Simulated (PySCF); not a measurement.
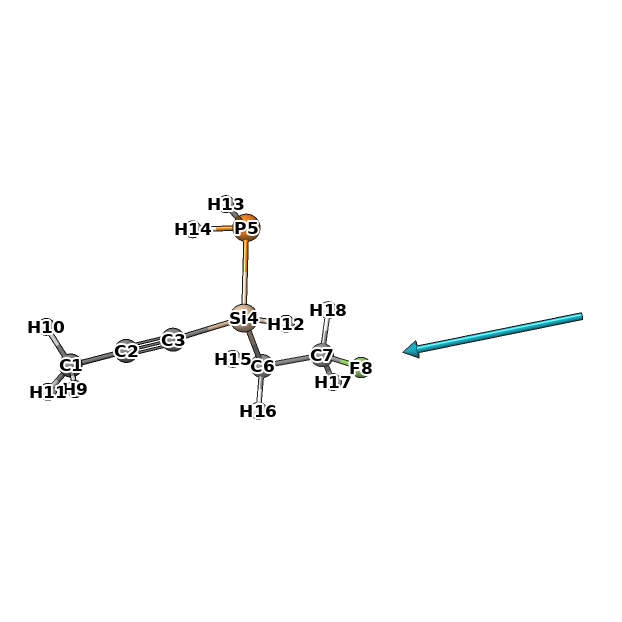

The arrow beside the molecule shows the direction of the dipole moment, from the negative to the positive end (its length means nothing). The geometry was computed by an optimisation with GFN2-xTB. No frequency run is at hand to confirm it as a minimum. Properties computed with PBE0/pcSseg-1, gas phase (PySCF 2.14.0).

**Estimate the dipole moment.**

3.33 D; it points from the side of F8 to the side of H11 (the outermost atoms at the two ends).

The geometry is semi-empirical. Around P, Si such bond lengths and angles can be off by a tenth of an ångström or more and by several degrees, and values that hang on the shape move with them.
